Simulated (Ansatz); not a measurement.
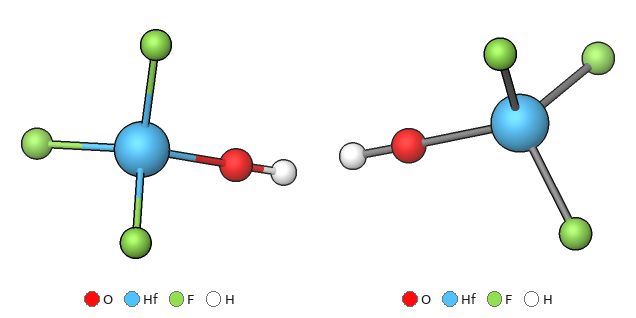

Both panels show the same species.

Charge 0, singlet.

What does the picture show?

It has 6 atoms: 3 fluorine, 1 hydrogen, 1 hafnium and 1 oxygen (F3HHfO). Its SMILES string is `[OH][Hf]([F])([F])[F]`. Coordination: 1 O linear; 1 Hf tetrahedral.

The parts below concern this one geometry. Atoms keep their numbers from picture to picture. The geometry was computed by an optimisation with PBE0-D4/def2-TZVP.

### Shape

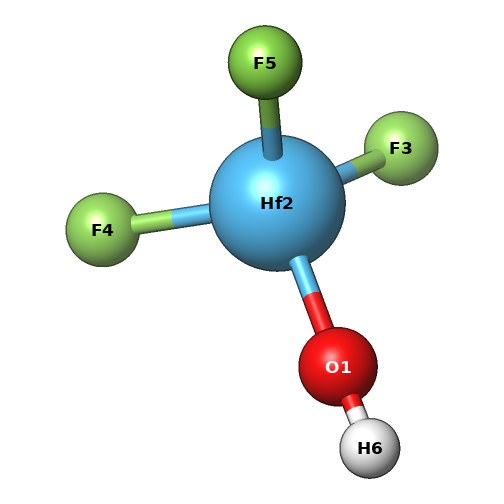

Atoms carry their numbers in the input.

Estimate the angles Hf2–O1–H6, O1–Hf2–F3, F3–Hf2–F4.

```tsv
angle	degrees
Hf2–O1–H6	179.1
O1–Hf2–F3	110.1
F3–Hf2–F4	108.9
```

### Vibrations

Harmonic vibrations computed with RKS PBE0-D4/def2-TZVP, core potentials on Hf (Ansatz 0.2.0) at a stationary point of the same level.

Question: How many vibrational modes are there, and where do they lie?

Answer: 12 modes: 160, 160, 170, 173, 173, 226, 226, 640, 640, 654, 731, 4022 cm⁻¹.

### Charges

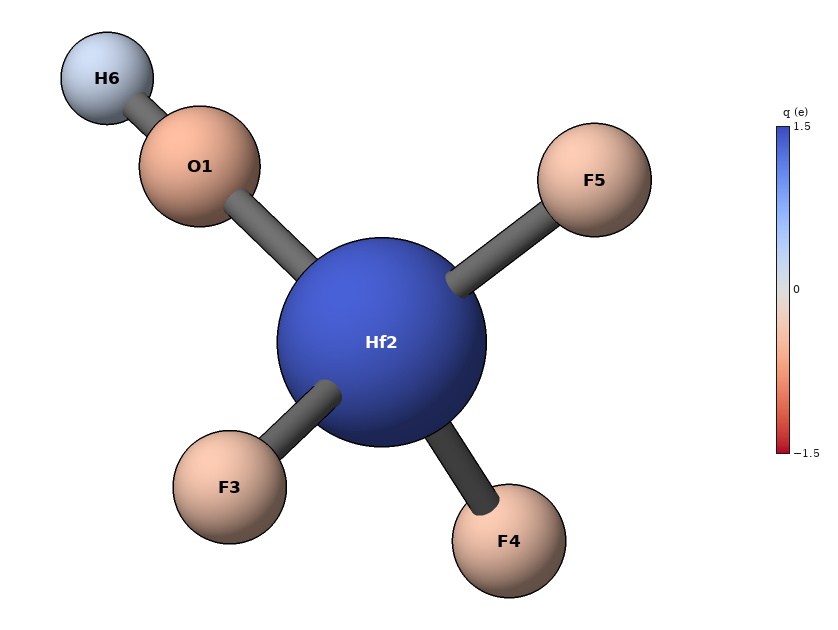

Atoms are coloured by their Mulliken charges. Properties computed with RKS r2SCAN-D4/def2-TZVPP, core potentials on Hf (Ansatz 0.2.0).

Question: Which atom carries the highest charge (most positive or least negative)?

Answer: Hf2 (1.38 e).

Question: And the lowest?

Answer: O1 (−0.49 e).

List the Mulliken charges.

```csv
atom,value (e)
O1,−0.49
Hf2,1.38
F3,−0.36
F4,−0.36
F5,−0.36
H6,0.21
```

### Levels of theory compared

Program: Ansatz 0.2.0.

Compare HOMO energy (eV), dipole (D) at these levels: B3LYP-D4/def2-TZVPP; PBE-D4/def2-TZVPP; r2SCAN-D4/def2-TZVPP; ωB97M-V/def2-TZVPP.

```tsv
level	HOMO energy (eV)	dipole (D)
B3LYP-D4/def2-TZVPP	−9.97	2.67
PBE-D4/def2-TZVPP	−8.46	2.60
r2SCAN-D4/def2-TZVPP	−8.87	2.63
ωB97M-V/def2-TZVPP	−12.73	2.66
```

### Thermal motion

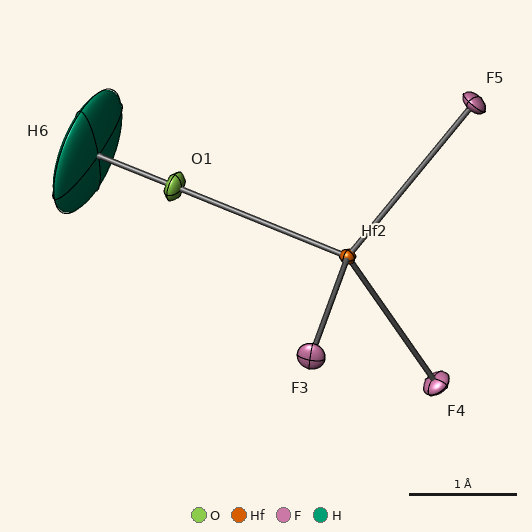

Displacement ellipsoids at the 50 % level, from the internal vibrations of the free molecule (harmonic, no overall translation or rotation; no half-axis is drawn under 0.075 Å). Vibrations computed with RKS PBE0-D4/def2-TZVP, core potentials on Hf (Ansatz 0.2.0). Temperature: 298 K.

Question: Which atom moves most?

Answer: H6, with U_eq = 0.1087 Å².

Question: Does H6 move more along its bond or across it?

Answer: Across it: the root-mean-square amplitude is 0.076 Å along the bond and up to 0.401 Å across, since bending and torsion are softer than stretching.

List U_eq and the three principal root-mean-square amplitudes for each kind of atom.

```
      atom  U_eq (Å²)   rms amplitudes (Å)
        O1     0.0064  0.042, 0.093, 0.093
       Hf2    0.00025  0.016, 0.016, 0.016
F3, F4, F5     0.0057  0.042, 0.085, 0.089
        H6     0.1087  0.076, 0.400, 0.401
```

Mulliken values depend strongly on the basis set and can even reverse the polarity of a bond.
